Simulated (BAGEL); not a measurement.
# One shape, several levels: doublet BPNH6

Aim: a comparison of 4 runs (UHF/STO-3G, ROHF/6-31G*, ROHF/def2-SVPD, UHF/def2-SVPD) of doublet BPNH6. 

The calculation is run with BAGEL 1.2.2.

1 further run of the same task is left out (it didn't finish). Runs told in other sessions of the task aren't counted.

### 1 Starting point

BPNH6 has 9 atoms, charge 0, and is taken as a doublet. SMILES of the parent species: `N[BH2-]P`. Geometry: relaxed at GFN2-xTB. This is one conformer, not always the lowest. That shape belongs to the parent species and isn't relaxed for this state.

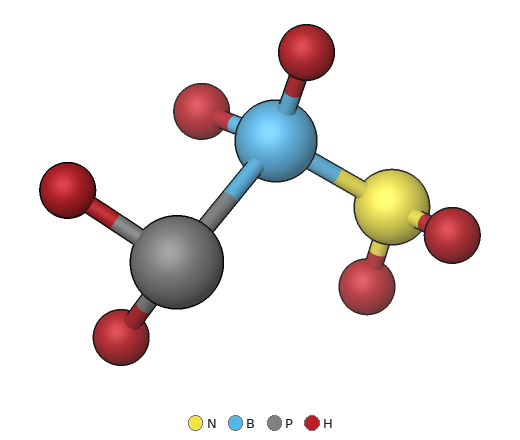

The structure, seen from a chosen angle (nitrogen yellow, boron blue, phosphorus grey, hydrogen red).

### 2 The energy at UHF/STO-3G (density fitting with qzvpp-jkfit) (run 1)

job.json

```json
{ "bagel": [

{
  "title": "molecule",
  "basis": "sto-3g",
  "df_basis": "qzvpp-jkfit",
  "angstrom": true,
  "geometry": [
    { "atom": "N", "xyz": [       0.001820,       0.523030,      -1.451820 ] },
    { "atom": "B", "xyz": [      -0.511580,       0.449040,      -0.023200 ] },
    { "atom": "P", "xyz": [       0.881220,      -0.486430,       1.212320 ] },
    { "atom": "H", "xyz": [       0.205330,      -0.401390,      -1.818930 ] },
    { "atom": "H", "xyz": [       0.867790,       1.049380,      -1.503750 ] },
    { "atom": "H", "xyz": [      -1.514910,      -0.219340,       0.049740 ] },
    { "atom": "H", "xyz": [      -0.643560,       1.553240,       0.451670 ] },
    { "atom": "H", "xyz": [       0.664350,      -1.784930,       0.787860 ] },
    { "atom": "H", "xyz": [       0.049540,      -0.682600,       2.296090 ] }
  ]
},

{
  "title": "uhf",
  "nopen": 1
},

{
  "title": "print",
  "file": "orbitals.molden",
  "orbitals": true
}

]}
```

The run is started by

```sh
BAGEL_NUM_THREADS=1 BAGEL job.json > job.out
```

What it wrote:

```text
* using 1 threads per process

  ===============================================================
  ===============================================================

  *** Geometry ***

  { "atom" : "N", "xyz" : [      0.003439,      0.988383,     -2.743542 ] },
  { "atom" : "B", "xyz" : [     -0.966746,      0.848563,     -0.043842 ] },
  { "atom" : "P", "xyz" : [      1.665264,     -0.919219,      2.290953 ] },
  { "atom" : "H", "xyz" : [      0.388017,     -0.758517,     -3.437280 ] },
  { "atom" : "H", "xyz" : [      1.639885,      1.983041,     -2.841676 ] },
  { "atom" : "H", "xyz" : [     -2.862765,     -0.414493,      0.093995 ] },
  { "atom" : "H", "xyz" : [     -1.216152,      2.935198,      0.853533 ] },
  { "atom" : "H", "xyz" : [      1.255440,     -3.373029,      1.488840 ] },
  { "atom" : "H", "xyz" : [      0.093617,     -1.289927,      4.338981 ] },

  Number of auxiliary basis functions:      388

  Since a DF basis is specified, we compute 2- and 3-index integrals:
    o Being stored without compression. Storage requirement is 0.002 GB

  Number of basis functions:       25
  Number of electrons      :       33

    * METHOD: MOLECULE                             0.10

  *** Open-shell HF ***

  === Nuclear Repulsion ===
    96.8366284206

      * DIIS with orbital gradients will be used.

  === UHF iteration (sto-3g) ===
      0       -418.41417540          0.02469476           0.02
      1       -418.45335794          0.00856445           0.02
      2       -418.45840308          0.00354048           0.02
      3       -418.45925945          0.00090795           0.02
      4       -418.45955687          0.00036694           0.02
      5       -418.45963124          0.00015823           0.02
      6       -418.45964514          0.00010175           0.02
      7       -418.45965311          0.00007263           0.02
      8       -418.45965844          0.00004375           0.02
      9       -418.45966124          0.00001512           0.02
     10       -418.45966154          0.00000526           0.02
     11       -418.45966160          0.00000250           0.02
     12       -418.45966162          0.00000127           0.02
     13       -418.45966163          0.00000039           0.02
     14       -418.45966163          0.00000011           0.02
     15       -418.45966163          0.00000002           0.02
     16       -418.45966163          0.00000001           0.02
    * SCF iteration converged.

    * S^2 (UHF) is 0.7655

    * Permanent dipole moment:
           (   -1.213608,     0.960082,    -0.771260) a.u.

    * METHOD: UHF                                  0.36

    * METHOD: PRINT                                0.00

  ===============================================================
```

Wall time 0.6 s (1 thread of Arm Neoverse V1, shared host); peak memory 0.084 GiB.

### 3 A single-point energy at ROHF/6-31G(d) (density fitting with qzvpp-jkfit, spherical functions) (run 2)

input.json

```json
{ "bagel" : [

{
  "title" : "molecule",
  "basis" : "6-31gs.json",
  "df_basis" : "qzvpp-jkfit",
  "angstrom" : "true",
  "geometry" : [
    { "atom" : "N", "xyz" : [       0.001820,       0.523030,      -1.451820 ] },
    { "atom" : "B", "xyz" : [      -0.511580,       0.449040,      -0.023200 ] },
    { "atom" : "P", "xyz" : [       0.881220,      -0.486430,       1.212320 ] },
    { "atom" : "H", "xyz" : [       0.205330,      -0.401390,      -1.818930 ] },
    { "atom" : "H", "xyz" : [       0.867790,       1.049380,      -1.503750 ] },
    { "atom" : "H", "xyz" : [      -1.514910,      -0.219340,       0.049740 ] },
    { "atom" : "H", "xyz" : [      -0.643560,       1.553240,       0.451670 ] },
    { "atom" : "H", "xyz" : [       0.664350,      -1.784930,       0.787860 ] },
    { "atom" : "H", "xyz" : [       0.049540,      -0.682600,       2.296090 ] }
  ]
},

{ "title" : "rohf", "nopen" : 1 },

{ "title" : "print", "file" : "orbitals.molden", "orbitals" : "true" }

]}
```

The basis set 6-31G* is read from a file made from the Basis Set Exchange's data (not shown).

The run is started by

```sh
BAGEL_NUM_THREADS=1 BAGEL input.json > input.out
```

What it wrote:

```text
* using 1 threads per process

  ===============================================================
  ===============================================================

  *** Geometry ***

  { "atom" : "N", "xyz" : [      0.003439,      0.988383,     -2.743542 ] },
  { "atom" : "B", "xyz" : [     -0.966746,      0.848563,     -0.043842 ] },
  { "atom" : "P", "xyz" : [      1.665264,     -0.919219,      2.290953 ] },
  { "atom" : "H", "xyz" : [      0.388017,     -0.758517,     -3.437280 ] },
  { "atom" : "H", "xyz" : [      1.639885,      1.983041,     -2.841676 ] },
  { "atom" : "H", "xyz" : [     -2.862765,     -0.414493,      0.093995 ] },
  { "atom" : "H", "xyz" : [     -1.216152,      2.935198,      0.853533 ] },
  { "atom" : "H", "xyz" : [      1.255440,     -3.373029,      1.488840 ] },
  { "atom" : "H", "xyz" : [      0.093617,     -1.289927,      4.338981 ] },

  Number of auxiliary basis functions:      388

  Since a DF basis is specified, we compute 2- and 3-index integrals:
    o Being stored without compression. Storage requirement is 0.010 GB

  Number of basis functions:       58
  Number of electrons      :       33

    * METHOD: MOLECULE                             0.13

  *** Open-shell HF ***

  === Nuclear Repulsion ===
    96.8366284206

      * DIIS with orbital gradients will be used.

  === ROHF iteration (6-31gs.json) ===
      0       -423.07928355          0.05117092           0.05
      1       -423.19219614          0.03247923           0.05
      2       -423.23271010          0.02250430           0.05
      3       -423.26511610          0.00183788           0.05
      4       -423.26614028          0.00097651           0.05
      5       -423.26653071          0.00056473           0.05
[... 16 lines of this table left out ...]
     22       -423.26688060          0.00000002           0.05
     23       -423.26688059          0.00000001           0.05
    * SCF iteration converged.

    * S^2 (ROHF) is 0.7500

    * Permanent dipole moment:
           (   -1.020124,     0.877814,    -0.640344) a.u.

    * METHOD: ROHF                                 1.32

    * METHOD: PRINT                                0.01

  ===============================================================
```

Run time: 1.6 s. Hardware: 1 thread of Arm Neoverse V1, shared host; peak memory 0.084 GiB.

Run 3 isn't shown in full; the table further down has it.

### 4 The energy at UHF/def2-SVPD (density fitting with qzvpp-jkfit) (run 4)

calc.json

```json
{ "bagel": [

{
  "title": "molecule",
  "basis": "def2-svpd.json",
  "df_basis": "qzvpp-jkfit",
  "angstrom": "true",
  "geometry": [
    { "atom": "N", "xyz": [    0.001820,    0.523030,   -1.451820 ] },
    { "atom": "B", "xyz": [   -0.511580,    0.449040,   -0.023200 ] },
    { "atom": "P", "xyz": [    0.881220,   -0.486430,    1.212320 ] },
    { "atom": "H", "xyz": [    0.205330,   -0.401390,   -1.818930 ] },
    { "atom": "H", "xyz": [    0.867790,    1.049380,   -1.503750 ] },
    { "atom": "H", "xyz": [   -1.514910,   -0.219340,    0.049740 ] },
    { "atom": "H", "xyz": [   -0.643560,    1.553240,    0.451670 ] },
    { "atom": "H", "xyz": [    0.664350,   -1.784930,    0.787860 ] },
    { "atom": "H", "xyz": [    0.049540,   -0.682600,    2.296090 ] }
  ]
},
{ "title": "uhf", "nopen": 1 },
{ "title": "print", "file": "orbitals.molden", "orbitals": "true" }

]}
```

The basis set def2-SVPD is read from a file made from the Basis Set Exchange's data (not shown).

The run is started by

```sh
BAGEL_NUM_THREADS=1 BAGEL calc.json > calc.out
```

What it wrote:

```text
* using 1 threads per process

  ===============================================================
  ===============================================================

  *** Geometry ***

  { "atom" : "N", "xyz" : [      0.003439,      0.988383,     -2.743542 ] },
  { "atom" : "B", "xyz" : [     -0.966746,      0.848563,     -0.043842 ] },
  { "atom" : "P", "xyz" : [      1.665264,     -0.919219,      2.290953 ] },
  { "atom" : "H", "xyz" : [      0.388017,     -0.758517,     -3.437280 ] },
  { "atom" : "H", "xyz" : [      1.639885,      1.983041,     -2.841676 ] },
  { "atom" : "H", "xyz" : [     -2.862765,     -0.414493,      0.093995 ] },
  { "atom" : "H", "xyz" : [     -1.216152,      2.935198,      0.853533 ] },
  { "atom" : "H", "xyz" : [      1.255440,     -3.373029,      1.488840 ] },
  { "atom" : "H", "xyz" : [      0.093617,     -1.289927,      4.338981 ] },

  Number of auxiliary basis functions:      388

  Since a DF basis is specified, we compute 2- and 3-index integrals:
    o Being stored without compression. Storage requirement is 0.039 GB

  Number of basis functions:      112
  Number of electrons      :       33

    * METHOD: MOLECULE                             0.18

  *** Open-shell HF ***

  === Nuclear Repulsion ===
    96.8366284206

      * DIIS with orbital gradients will be used.

  === UHF iteration (def2-svpd.json) ===
      0       -422.88922693          0.04009808           0.11
      1       -423.02924567          0.03068592           0.12
      2       -423.09213054          0.01980500           0.12
      3       -423.14109347          0.00190317           0.12
      4       -423.14355085          0.00101121           0.12
      5       -423.14436068          0.00059011           0.12
[... 18 lines of this table left out ...]
     24       -423.14550424          0.00000001           0.12
     25       -423.14550424          0.00000001           0.12
    * SCF iteration converged.

    * S^2 (UHF) is 0.7831

    * Permanent dipole moment:
           (   -0.944613,     0.814449,    -0.586170) a.u.

    * METHOD: UHF                                  3.23

    * METHOD: PRINT                                0.03

  ===============================================================
```

Wall time 3.6 s (1 thread of Arm Neoverse V1, shared host); peak memory 0.12 GiB.

### 5 Overview of the runs

```
run                                                                level  energy (Eh)  dipole moment (D)   ⟨S²⟩  wall time
  1                        UHF/STO-3G (density fitting with qzvpp-jkfit)  -418.459662               4.39  0.765      0.6 s
  2  ROHF/6-31G* (density fitting with qzvpp-jkfit, spherical functions)  -423.266881               3.79  0.750      1.6 s
  3                    ROHF/def2-SVPD (density fitting with qzvpp-jkfit)  -423.138630               3.70  0.750      3.9 s
  4                     UHF/def2-SVPD (density fitting with qzvpp-jkfit)  -423.145504               3.50  0.783      3.6 s
```

### 6 Summary of results

```
            quantity          value
 run 4: total energy  -423.14550 Eh
run 4: dipole moment         3.50 D
         run 4: ⟨S²⟩          0.783
```

The dipole moment (its size) runs from 3.50 D (UHF/def2-SVPD) to 4.39 D (UHF/STO-3G). In run 1 the basis is minimal, so the values are rough. All runs together took 9.7 s, the longest 3.9 s.
